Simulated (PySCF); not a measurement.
# NMR shielding calculation, with input and output: C$_{4}$H$_{3}$F$_{5}$O

C$_{4}$H$_{3}$F$_{5}$O, computed with GIAO PBE0/3-21G NMR shielding, non-relativistic, gas phase (PySCF 2.14.0).

The geometry comes from this level: GFN2-xTB. Figures and captions count atoms from 1; the log counts them from 0 in places.

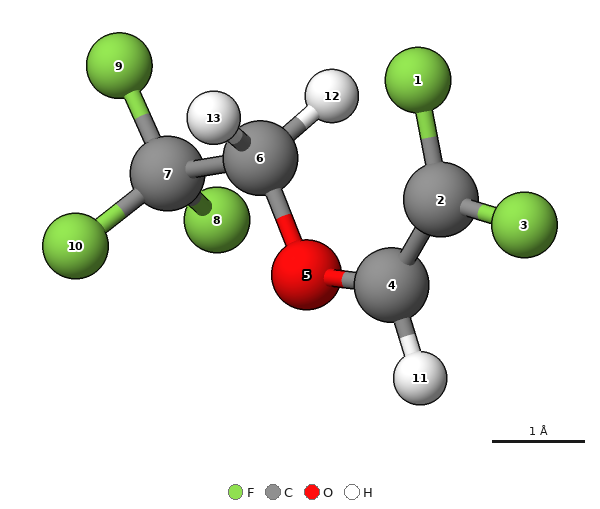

**Figure 1.** The input geometry (ball-and-stick view, seen at a tilt; atoms are numbered from 1 in the order of the input). Bond lengths as drawn: C–C 1.32 to 1.53 Å, C–F 1.33 to 1.34 Å, C–H 1.08 to 1.10 Å and C–O 1.35 to 1.41 Å.

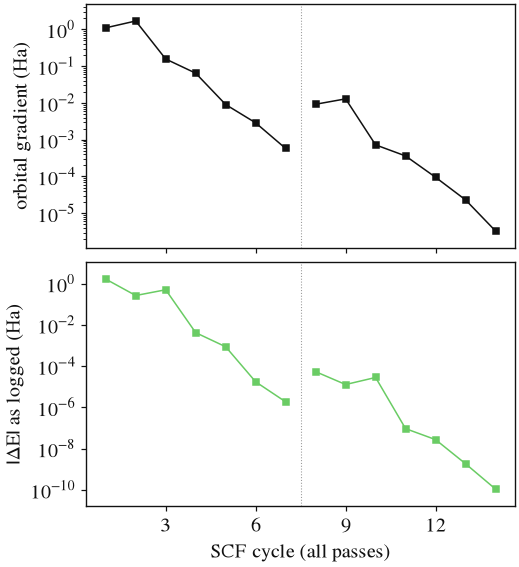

**Figure 2.** Convergence of the self-consistent field: orbital gradient and size of the energy change against the SCF cycle. The dotted line marks the change from a coarse to the final integration grid. The first 7 cycles use a coarse grid, the final grid takes over at cycle 8, and the field converges after 14 cycles in all.

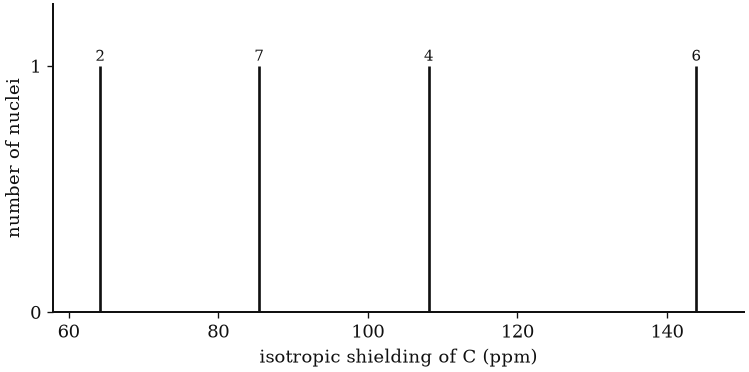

**Figure 3.** Isotropic shieldings of the carbon nuclei in this fixed geometry, labelled by atom number; shielding grows to the right, so chemical shift grows to the left. The least shielded is C2 (64.3 ppm), the most shielded C6 (143.9 ppm).

These pictures come from the run below.

## Input file
```
{"job": {"kind": "nmr", "xc": "PBE0", "basis": "3-21G", "pop": false}, "charge": 0, "multiplicity": 1}
F      2.119118     0.918282     0.973438
C      2.264102    -0.157593     0.194673
F      3.555258    -0.444456     0.052990
C      1.314918    -0.878535    -0.383032
O     -0.028639    -0.724095    -0.341902
C     -0.551163     0.345023     0.411440
C     -2.071289     0.279264     0.278861
F     -2.475544     0.402647    -0.985749
F     -2.644492     1.271786     0.973571
F     -2.571410    -0.865141     0.746079
H      1.600529    -1.725869    -0.987660
H     -0.217807     1.318849     0.030302
H     -0.297969     0.260324     1.476158
```

The first line tells a small driver script what to run in PySCF; the rest is the geometry in Å.

Launched with:
```bash
OMP_NUM_THREADS=1 python <driver script> task.json out
```

## What the program printed
```
coarse grid: 12720 points
cycle   1  E = -723.5454264375  dE =  1.647e+00  |g| = 1.103e+00  |ddm| = 3.779e+00
cycle   2  E = -723.2820237498  dE =  2.634e-01  |g| = 1.693e+00  |ddm| = 2.395e+00
cycle   3  E = -723.7820963105  dE = -5.001e-01  |g| = 1.566e-01  |ddm| = 1.447e+00
cycle   4  E = -723.7862611227  dE = -4.165e-03  |g| = 6.446e-02  |ddm| = 2.192e-01
cycle   5  E = -723.7871238695  dE = -8.627e-04  |g| = 9.041e-03  |ddm| = 6.634e-02
cycle   6  E = -723.7871410783  dE = -1.721e-05  |g| = 2.878e-03  |ddm| = 1.048e-02
cycle   7  E = -723.7871429193  dE = -1.841e-06  |g| = 5.781e-04  |ddm| = 3.062e-03
final grid: 130176 points
cycle   8  E = -723.9277167893  dE = -5.343e-05  |g| = 9.216e-03  |ddm| = 1.917e-02
cycle   9  E = -723.9277040654  dE =  1.272e-05  |g| = 1.291e-02  |ddm| = 1.795e-02
cycle  10  E = -723.9277320267  dE = -2.796e-05  |g| = 7.244e-04  |ddm| = 1.085e-02
cycle  11  E = -723.9277321191  dE = -9.233e-08  |g| = 3.621e-04  |ddm| = 1.122e-03
cycle  12  E = -723.9277321462  dE = -2.712e-08  |g| = 9.534e-05  |ddm| = 4.418e-04
cycle  13  E = -723.9277321480  dE = -1.830e-09  |g| = 2.312e-05  |ddm| = 1.019e-04
cycle  14  E = -723.9277321481  dE = -1.082e-10  |g| = 3.300e-06  |ddm| = 2.362e-05
converged SCF energy = -723.9277321481

GIAO shielding tensors (ppm)
atom      isotropic    diamagn.    paramagn.     s11        s22        s33       span
  0 F      320.309     476.275    -155.966    296.574    323.483    340.871     44.297
  1 C       64.250     249.120    -184.869     12.821     89.685     90.246     77.425
  2 F      321.751     465.964    -144.213    289.913    330.857    344.484     54.570
  3 C      108.167     247.971    -139.804     58.322    123.402    142.776     84.454
  4 O      301.974     394.133     -92.159    258.898    313.441    333.582     74.684
  5 C      143.937     246.239    -102.301    124.375    134.014    173.423     49.048
  6 C       85.492     242.550    -157.057     80.355     87.200     88.922      8.567
  7 F      304.563     471.579    -167.016    248.595    309.879    355.215    106.620
  8 F      305.727     469.864    -164.137    250.049    309.061    358.071    108.022
  9 F      304.534     471.002    -166.469    248.520    309.849    355.232    106.713
 10 H       27.171      28.502      -1.331     23.043     26.954     31.517      8.475
 11 H       28.857      30.034      -1.176     23.985     30.713     31.874      7.889
 12 H       28.856      30.144      -1.289     23.996     30.693     31.879      7.883
```

## Summary

- outcome: converged
- total energy: −723.927732 hartree
- HOMO: −6.75 eV
- LUMO: 1.00 eV
- dipole moment: 1.25 D
- isotropic shielding, F: 304.5 to 321.8 ppm
- isotropic shielding, C: 64.3 to 143.9 ppm
- isotropic shielding, O: 302.0 ppm
- isotropic shielding, H: 27.2 to 28.9 ppm
- hardware: 1 CPU thread, shared host
- wall time: 23 s
- peak memory: 0.78 GiB

## Notes

Settings chosen away from the usual ones: PBE0/3-21G.
